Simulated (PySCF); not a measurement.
The calculation's input:

```
{"job": {"xc": "CAM-B3LYP", "basis": "6-31G*", "kind": "nmr", "pop": true}, "charge": 0, "multiplicity": 1}
C      3.519783     0.063296     1.216146
S      2.850654    -1.221192     0.125935
C      1.439286    -0.454818    -0.612265
C      1.150507     0.841082    -0.532445
C     -0.120136     1.387240    -1.110994
C     -1.344254     0.704188    -0.493780
S     -1.385346     1.122882     1.298384
C     -3.127113     0.755119     1.630487
Si    -1.232856    -1.191587    -0.728158
C      0.556886    -1.418986    -1.337115
H      2.726942     0.435055     1.858617
H      3.955515     0.865076     0.626754
H      4.289849    -0.419357     1.809818
H      1.790409     1.540135    -0.020941
H     -0.169014     2.462934    -0.930913
H     -0.150730     1.222058    -2.193895
H     -2.251657     1.144274    -0.912586
H     -3.756539     1.414594     1.038249
H     -3.333521    -0.284570     1.389488
H     -3.291522     0.936151     2.687569
H     -2.198968    -1.623938    -1.744075
H     -1.447259    -1.882335     0.543205
H      0.915353    -2.436117    -1.190759
H      0.601999    -1.212062    -2.409171
```

Run with:

```sh
OMP_NUM_THREADS=1 python ens_run.py task.json out
```

Geometry: GFN2-xTB.

These are results of CAM-B3LYP/6-31G*, SCF density, gas phase, non-relativistic (PySCF 2.14.0), not measurements.

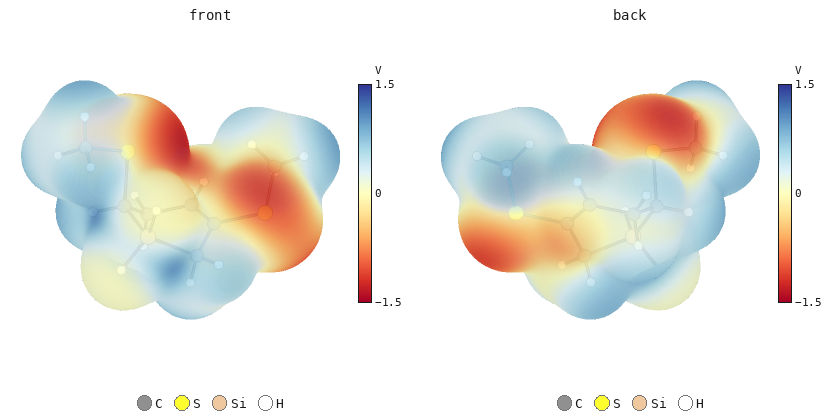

C$_{7}$H$_{14}$S$_{2}$Si (SMILES CSC1=CC[C@H](SC)[SiH2]C1). The molecular electrostatic potential painted on the density surface at 0.002 e/bohr³, seen from the front and from behind; red is negative and blue positive.

Question: Describe the electrostatic potential map.

Answer: The most negative region (about −1.3 V) lies over S7, the most positive (about +1.0 V) over Si9.
